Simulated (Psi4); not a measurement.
# MgH2: geometry relaxation (part 1 of 3)

System: MgH2, SMILES [H][Mg][H].
Method: TPSS/cc-pVDZ, RKS (Psi4 1.11).

The geometry comes from this level: GFN2-xTB.

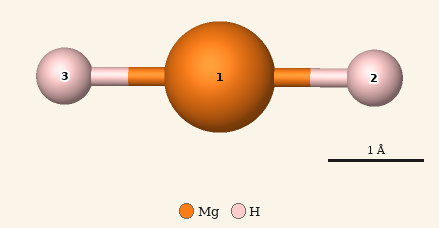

Figure 1. The structure as given in the input (ball-and-stick view, seen at a tilt; atoms are numbered from 1 in the order of the input). Sticks mark near contacts.

Key numbers

- outcome: converged
- total energy: −201.256239 hartree
- basis functions: 28
- HOMO: −6.22 eV
- LUMO: −1.02 eV
- dipole moment: 0.00 D
- hardware: 1 thread of Intel Xeon (Granite Rapids), 12 GiB of memory available, shared host
- wall time: 11 s
- peak memory: 0.44 GiB

Input (h2mg.py)
```python
import psi4

psi4.set_memory(1600000000)
psi4.set_num_threads(1)
psi4.core.set_output_file('psi4.out', False)

with open('h2mg.xyz') as f:
    atoms = ''.join(f.readlines()[2:])
m = psi4.geometry('0 1\n' + atoms + 'symmetry c1')

options = {'reference': 'rks', 'geom_maxiter': 60}
psi4.set_options(options)

result = psi4.optimize("tpss/cc-pVDZ")
print(f'tpss/cc-pVDZ energy: {result:.10f} Eh')
print(m.to_string(dtype='xyz', units='Angstrom'))
```

File h2mg.xyz
```
3
H2Mg
Mg     0.000850     0.000480     0.000960
H     -0.017730    -0.021700     1.630720
H      0.016880     0.021220    -1.631680
```

Run as:
```bash
python h2mg.py
```

The program's output
```
gradient() will perform analytic gradient computation.

   => Loading Basis Set <=

    Name: CC-PVDZ
    Role: ORBITAL
    Keyword: BASIS

         ---------------------------------------------------------
                                   SCF
                              RKS Reference
                        1 Threads,   1525 MiB Core
         ---------------------------------------------------------

  ==> Geometry <==

    Molecular point group: c1
    Full point group: Cs

    Geometry (in Angstrom), charge = 0, multiplicity = 1:

       Center              X                  Y                   Z               Mass
    ------------   -----------------  -----------------  -----------------  -----------------
         MG          -0.000113510812     0.000111635140     0.000000000000    23.985041697000
         H            0.027032431566     1.629902396009     0.000000000000     1.007825032230
         H           -0.024331008740    -1.632559180087    -0.000000000000     1.007825032230

  Running in c1 symmetry.

  Rotational constants: A = 4101794.41764  B =      3.14226  C =      3.14226 [cm^-1]
  Rotational constants: A = 122968703067.48108  B =  94202.69061  C =  94202.61845 [MHz]
  Nuclear repulsion =    7.946907075330554

  Charge       = 0
  Multiplicity = 1
  Electrons    = 14
  Nalpha       = 7
  Nbeta        = 7

  ==> Algorithm <==

  SCF Algorithm Type is DF.
  DIIS enabled.
  MOM disabled.
  Fractional occupation disabled.
  Guess Type is SAD.
  Energy threshold   = 1.00e-08
  Density threshold  = 1.00e-08
  Integral threshold = 1.00e-12

  ==> Primary Basis <==

  Basis Set: CC-PVDZ
    Blend: CC-PVDZ
    Number of shells: 14
    Number of basis functions: 28
    Number of Cartesian functions: 29
    Spherical Harmonics?: true
    Max angular momentum: 2

  ==> DFT Potential <==

   => LibXC <=

    Version 7.1.2

   => Composite Functional: TPSS <=

    TPSS Meta-GGA XC Functional

    Deriv               =              1
    GGA                 =           TRUE
    Meta                =           TRUE

    Exchange Hybrid     =          FALSE
    MP2 Hybrid          =          FALSE

   => Exchange Functionals <=

    1.0000   XC_MGGA_X_TPSS

   => Correlation Functionals <=

    1.0000   XC_MGGA_C_TPSS

   => LibXC Density Thresholds  <==

    XC_MGGA_C_TPSS:  1.00E-15
    XC_MGGA_X_TPSS:  1.00E-15

   => Molecular Quadrature <=

    Radial Scheme          =       TREUTLER
    Pruning Scheme         =           NONE
    Nuclear Scheme         =       TREUTLER

    Blocking Scheme        =         OCTREE
    BS radius alpha        =              1
    Pruning alpha          =              1
    Radial Points          =             75
    Spherical Points       =            302
    Total Points           =          65583
    Total Blocks           =            575
    Max Points             =            254
    Max Functions          =             28
    Weights Tolerance      =       1.00E-15

   => Loading Basis Set <=

    Name: (CC-PVDZ AUX)
    Role: JKFIT
    Keyword: DF_BASIS_SCF

  ==> Integral Setup <==

  DFHelper Memory: AOs need 0.001 GiB; user supplied 0.986 GiB.
  SCF_SUBTYPE=INCORE selected. In-core MEM_DF algorithm will be used.
  Using in-core AOs.

  ==> MemDFJK: Density-Fitted J/K Matrices <==

    J tasked:                   Yes
    K tasked:                    No
    wK tasked:                   No
    Memory [MiB]:              1009
    Algorithm:                 Core
    Schwarz Cutoff:           1E-12
    Mask sparsity (%):       0.0000
    Fitting Condition:        1E-10

   => Auxiliary Basis Set <=

  Basis Set: (CC-PVDZ AUX)
    Blend: CC-PVDZ-JKFIT + DEF2-UNIVERSAL-JKFIT
    Number of shells: 52
    Number of basis functions: 158
    Number of Cartesian functions: 187
    Spherical Harmonics?: true
    Max angular momentum: 4

  Cached 100.0% of DFT collocation blocks in 0.132 [GiB].

  Minimum eigenvalue in the overlap matrix is 2.4000937792E-02.
  Reciprocal condition number of the overlap matrix is 7.2984840643E-03.
    Using symmetric orthogonalization.

  ==> Pre-Iterations <==

  SCF Guess: Superposition of Atomic Densities via on-the-fly atomic UHF (no occupation information).

   -------------------------
    Irrep   Nso     Nmo
   -------------------------
     A         28      28
   -------------------------
    Total      28      28
   -------------------------

  ==> Iterations <==

                           Total Energy        Delta E     RMS |[F,P]|

   @DF-RKS iter SAD:  -200.92624484387443   -2.00926e+02   0.00000e+00
   @DF-RKS iter   1:  -201.20685517074554   -2.80610e-01   7.25787e-03 ADIIS/DIIS
   @DF-RKS iter   2:  -201.23837494286806   -3.15198e-02   3.70688e-03 ADIIS/DIIS
   @DF-RKS iter   3:  -201.25360326745567   -1.52283e-02   3.22276e-04 ADIIS/DIIS
   @DF-RKS iter   4:  -201.25368979668596   -8.65292e-05   3.81246e-05 DIIS
   @DF-RKS iter   5:  -201.25369082938246   -1.03270e-06   2.30100e-06 DIIS
   @DF-RKS iter   6:  -201.25369083344850   -4.06604e-09   2.01184e-07 DIIS
   @DF-RKS iter   7:  -201.25369083349474   -4.62421e-11   2.97051e-08 DIIS
   @DF-RKS iter   8:  -201.25369083349580   -1.05160e-12   1.61961e-09 DIIS
  Energy and wave function converged.

  ==> Post-Iterations <==

   Electrons on quadrature grid:
      Ntotal   =   13.9999998892 ; deviation = -1.108e-07

    Orbital Energies [Eh]
    ---------------------

    Doubly Occupied:

       1A    -46.437314     2A     -2.972529     3A     -1.736741
       4A     -1.736741     5A     -1.726234     6A     -0.276122
       7A     -0.229717

    Virtual:

       8A     -0.035303     9A     -0.035303    10A     -0.005662
      11A      0.074938    12A      0.101277    13A      0.159407
      14A      0.159407    15A      0.270896    16A      0.270909
      17A      0.280471    18A      0.317487    19A      0.317487
      20A      0.375929    21A      0.699719    22A      0.930513
      23A      1.361188    24A      1.361189    25A      1.567292
      26A      1.567293    27A      1.698528    28A      1.980797

    Final Occupation by Irrep:
              A
    DOCC [     7 ]
    NA   [     7 ]
    NB   [     7 ]

  @DF-RKS Final Energy:  -201.25369083349580

   => Energetics <=

    Nuclear Repulsion Energy =              7.9469070753305537
    One-Electron Energy =                -296.3974771392342973
    Two-Electron Energy =                 104.4535975854071097
    DFT Exchange-Correlation Energy =     -17.2567183549991796
    Empirical Dispersion Energy =           0.0000000000000000
    VV10 Nonlocal Energy =                  0.0000000000000000
    Total Energy =                       -201.2536908334957957

Computation Completed

Properties will be evaluated at   0.000000,   0.000000,   0.000000 [a0]

Properties computed using the SCF density matrix

 Multipole Moments:

 ------------------------------------------------------------------------------------
     Multipole            Electronic (a.u.)      Nuclear  (a.u.)        Total (a.u.)
 ------------------------------------------------------------------------------------

 L = 1.  Multiply by 2.5417464519 to convert [e a0] to [Debye]
 Dipole X            :         -0.0051670            0.0025309           -0.0026361
 Dipole Y            :          0.0046435           -0.0024891            0.0021545
 Dipole Z            :         -0.0000000           -0.0000000           -0.0000000
 Magnitude           :                                                    0.0034045

 ------------------------------------------------------------------------------------

	total time  =          2 seconds =       0.03 minutes

         ------------------------------------------------------------
                                   SCF GRAD
         ------------------------------------------------------------

  ==> Geometry <==

    Molecular point group: c1
    Full point group: Cs

    Geometry (in Angstrom), charge = 0, multiplicity = 1:

       Center              X                  Y                   Z               Mass
    ------------   -----------------  -----------------  -----------------  -----------------
         MG          -0.000113510812     0.000111635140     0.000000000000    23.985041697000
         H            0.027032431566     1.629902396009     0.000000000000     1.007825032230
         H           -0.024331008740    -1.632559180087    -0.000000000000     1.007825032230

  Nuclear repulsion =    7.946907075330554

  ==> Basis Set <==

  Basis Set: CC-PVDZ
    Blend: CC-PVDZ
    Number of shells: 14
    Number of basis functions: 28
    Number of Cartesian functions: 29
    Spherical Harmonics?: true
    Max angular momentum: 2

  ==> DFJKGrad: Density-Fitted SCF Gradients <==

    Gradient:                    1
    J tasked:                  Yes
    K tasked:                   No
    wK tasked:                  No
    Integrals threads:           1
    Memory [MiB]:             1144
    Schwarz Cutoff:          1E-12
    Fitting Condition:       1E-10

   => Auxiliary Basis Set <=

  Basis Set: (CC-PVDZ AUX)
    Blend: CC-PVDZ-JKFIT + DEF2-UNIVERSAL-JKFIT
    Number of shells: 52
    Number of basis functions: 158
    Number of Cartesian functions: 187
    Spherical Harmonics?: true
    Max angular momentum: 4

   => Molecular Quadrature <=

    Radial Scheme          =       TREUTLER
    Pruning Scheme         =           NONE
    Nuclear Scheme         =       TREUTLER

    Blocking Scheme        =         OCTREE
    BS radius alpha        =              1
    Pruning alpha          =              1
    Radial Points          =             75
    Spherical Points       =            302
    Total Points           =          65583
    Total Blocks           =            575
    Max Points             =            254
    Max Functions          =             28
    Weights Tolerance      =       1.00E-15

  -Total Gradient:
     Atom            X                  Y                   Z
    ------   -----------------  -----------------  -----------------
       1       -0.000002454655     0.000642314029    -0.000000000000
       2       -0.000267292501    -0.017358921303     0.000000000000
       3        0.000269791461     0.016718808245     0.000000000000

	total time  =          1 seconds =       0.02 minutes

    			-----------------------------------------

    			 OPTKING 3.0: for geometry optimizations

    			        with contributions from

    			-----------------------------------------

	                            ===> Fragment 1 <==

	 Z (Atomic Numbers)          Masses                          Geom
	      12.000000            23.985042         -0.00021450  0.00021096  0.00000000
	       1.000000             1.007825          0.05108389  3.08006914  0.00000000
	       1.000000             1.007825         -0.04597894 -3.08508973 -0.00000000

	 - Coordinate -           - BOHR/RAD -       - ANG/DEG -
	 R(1,2)           =         3.080285           1.630017
	 R(1,3)           =         3.085640           1.632850
	 L(2,1,3)         =         3.139770         179.895574
	 l(2,1,3)         =         3.141593         180.000000

	        --- Internal Coordinate Step in ANG or DEG, aJ/ANG or AJ/DEG ---
	-------------------------------------------------------------------------------
	           Coordinate      Previous         Force          Change          New
	           ----------      --------        ------          ------        ------
	               R(1,2)       1.63002        0.14304        0.07240       1.70242
	               R(1,3)       1.63285        0.13775        0.07017       1.70302
	             L(2,1,3)     179.89557        0.00001        0.02341     179.91898
	             l(2,1,3)     180.00000       -0.00000       -0.00000     180.00000
	-------------------------------------------------------------------------------

	                                 ==> Convergence Check <==

	Measures of convergence in internal coordinates in au.

	Criteria marked as inactive (o), active & met (*), and active & unmet ( ).

	----------------------------------------------------------------------------------------------~
	   Step    Total Energy     Delta E     Max Force     RMS Force      Max Disp      RMS Disp   ~
	----------------------------------------------------------------------------------------------~
	  Convergence Criteria     1.00e-06 *    3.00e-04 *             o    1.20e-03 *             o~
	----------------------------------------------------------------------------------------------~
	     1    -201.25369083   -2.01e+02      1.74e-02      1.21e-02 o    1.37e-01      9.53e-02 o  ~
	----------------------------------------------------------------------------------------------

Next Geometry in Ang
	Fragment 1 (Ang)

	   Mg   0.0000633728  -0.0006339171   0.0000000000
	    H   0.0280664156   1.7015520034  -0.0000000000
	    H  -0.0255418764  -1.7034632352  -0.0000000000

    Structure for next step:
    Molecular point group: c1
    Full point group: Cs

    Geometry (in Angstrom), charge = 0, multiplicity = 1:

    MG          -0.000092942002     0.000024939036     0.000000000000
    H            0.027910100745     1.702210859542    -0.000000000000
    H           -0.025698191222    -1.702804379056    -0.000000000000

gradient() will perform analytic gradient computation.

  ==> Geometry <==

    Molecular point group: c1
    Full point group: Cs

    Geometry (in Angstrom), charge = 0, multiplicity = 1:
```
